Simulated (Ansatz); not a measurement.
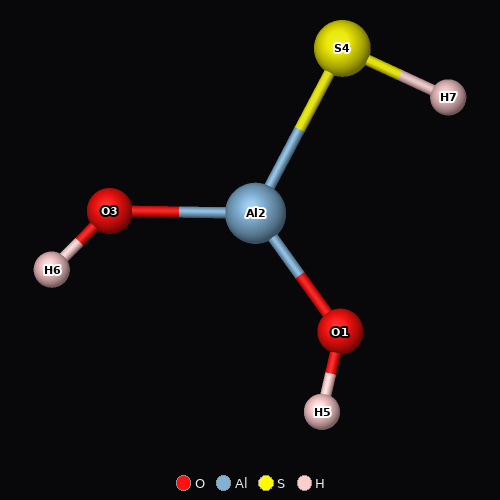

The system is AlH3O2S, SMILES [OH][Al]([OH])[SH]; the picture shows the reference structure. 
- Coordinates scanned: (1) dihedral H5–O1–Al2–O3; (2) dihedral O1–Al2–O3–H6.
- Nothing is relaxed (all other coordinates rigid).
- The grid has 18 × 18 points; 164 points were computed and 160 follow by symmetry.
- Points are written as (first, second).
- Energies are in kcal/mol, from the relaxed molecule at the same level.
- Theory: Ansatz, RKS CAM-B3LYP-D4/def2-SVP.

Its coordinates:

```yaml
atoms:
  - { symbol: O, position_ang: [-1.1231, 0.9547, -0.0911] }
  - { symbol: Al, position_ang: [0.1696, -0.1252, 0.0242] }
  - { symbol: O, position_ang: [1.4505, -0.0393, 1.1143] }
  - { symbol: S, position_ang: [0.1870, -1.7857, -1.3637] }
  - { symbol: H, position_ang: [-1.3386, 1.7458, 0.4039] }
  - { symbol: H, position_ang: [1.6812, 0.5724, 1.8130] }
  - { symbol: H, position_ang: [-0.9652, -1.3907, -1.9461] }
```

Range: dihedral H5–O1–Al2–O3 from −180 to 160°; dihedral O1–Al2–O3–H6 from −180 to 160°.

**Predict the map.**

The lowest grid point is at (0°, −180°), −0.12 kcal/mol from the relaxed molecule at the same level. Higher local minima lie near (0°, 0°) (0.12 kcal/mol above the lowest at that grid point); (−180°, 0°) (0.94 kcal/mol above the lowest at that grid point); (−180°, −180°) (2.77 kcal/mol above the lowest at that grid point). The highest grid point, (−100°, 100°), lies 4.67 kcal/mol above the lowest. On the interpolated surface the easiest way out of the lowest well to the well at (0°, 0°) passes a barrier of about 1.4 kcal/mol. Round the minimum the two coordinates are nearly uncoupled.

```tsv
dihedral O1–Al2–O3–H6 ↓, dihedral H5–O1–Al2–O3 →	−160	−120	−80	−40	0	40	80	120	160
140	3.28	3.86	3.26	1.47	0.45	1.36	2.88	3.29	2.99
100	3.57	4.46	4.18	2.42	1.24	2.01	3.49	3.78	3.29
60	2.55	3.46	3.51	2.10	0.96	1.52	2.81	3.04	2.44
20	1.18	1.92	2.02	0.96	0.15	0.68	1.72	1.80	1.17
−20	1.17	1.80	1.72	0.68	0.15	0.96	2.02	1.92	1.18
−60	2.44	3.04	2.81	1.52	0.96	2.10	3.51	3.46	2.55
−100	3.29	3.78	3.49	2.01	1.24	2.42	4.18	4.46	3.57
−140	2.99	3.29	2.88	1.36	0.45	1.47	3.26	3.86	3.28
−180	2.73	3.02	2.42	0.80	−0.12	0.80	2.42	3.02	2.73
```

The table holds every second grid line.

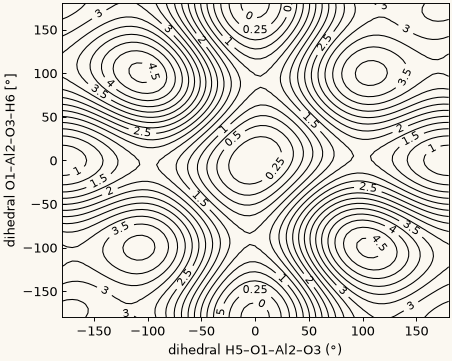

The picture shows contour lines labelled in kcal/mol. Between grid points the surface is interpolated.

The whole map (164 points run) took 9.3 min on 1 thread of Intel(R) Xeon(R) Platinum 8259CL CPU @ 2.50GHz (Skylake/Cascade Lake), on a shared host.
